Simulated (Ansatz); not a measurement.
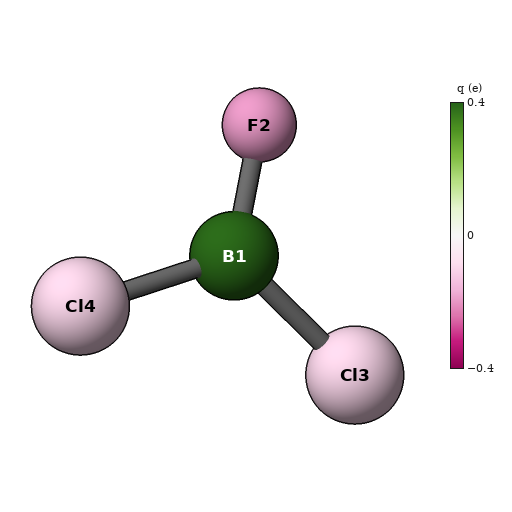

Atoms are coloured by their Mulliken charges. The computed structure is the end point of a PBE0-D4/def2-TZVP optimisation. Level of theory: RKS PBE0-D4/def2-TZVP (Ansatz 0.2.0).

Give the Mulliken charges atom by atom.

```
atom  value (e)
  B1       0.39
  F2      −0.20
 Cl3      −0.10
 Cl4      −0.10
```

Mulliken values depend strongly on the basis set and can even reverse the polarity of a bond.
